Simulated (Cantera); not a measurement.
Input: 1 mol CF4, 0.32 mol Si, equilibrated at 13300 Pa.

Method: chemical equilibrium by Gibbs-energy minimisation in Cantera with the NASA 1993 tables (ideal gas, pure condensed phases). Candidate condensed phases: C, Si, SiC; 23 gas species. The tables' values for SiF3 are old estimates; treat these amounts as uncertain. Gases not in the tables: C2F6 and larger saturated fluorocarbons. The numbers say what is thermodynamically allowed, not how fast it happens.

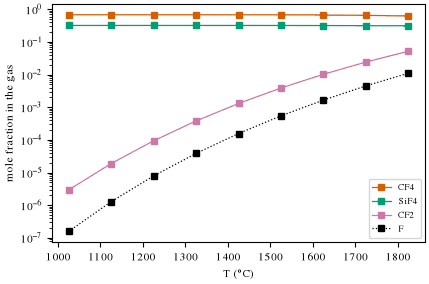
Fig. 1. Equilibrium gas composition (values under 1e-9 drawn at 1e-9)

Q: Read off the mole fractions at 1725 °C.

A: CF4 about 0.65, SiF4 about 0.31, CF2 about 0.024, F about 0.0045.
